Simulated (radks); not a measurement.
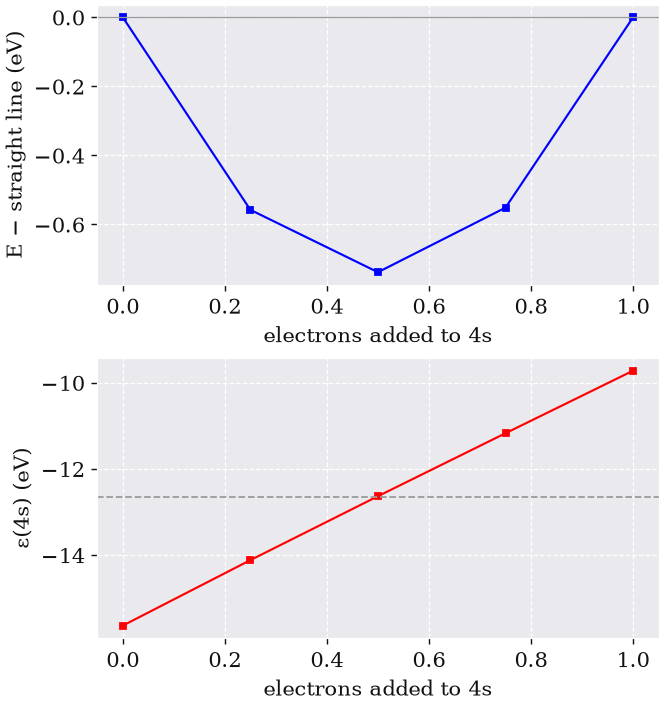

The occupation of the 4s shell is varied from Sc²⁺ ([Ar] 3d1) to Sc⁺ ([Ar] 3d1 4s1), with spherical fractional occupations. The plot shows the total energy less the straight line between the end points, and the eigenvalue of 4s (the dashed line is minus the energy to take the whole electron out). The values are computed.

> Was this Hartree-Fock or a semilocal functional, and how does the plot tell?

It was a semilocal functional (LDA, GGA or meta-GGA): scalar-relativistic Kohn-Sham, PBEsol, spin-unpolarised, spherical densities, finite nucleus, computed with the in-house radial solver radks. The curve is convex (below the straight line), with the largest deviation among the points computed, −0.74 eV, at 0.5. The end points differ by 12.7 eV, the energy to take the electron out. The eigenvalue, which is the slope of the energy (Janak's theorem), moves from −15.6 eV at 0 to −9.72 eV at 1; for a straight line it would stay constant, and a parabola would sag by an eighth of this change, scaled to a whole electron, 0.74 eV. Convexity is the delocalisation error: fractional charges are too low in energy. For an s shell Hartree-Fock would as a rule bend the other way.
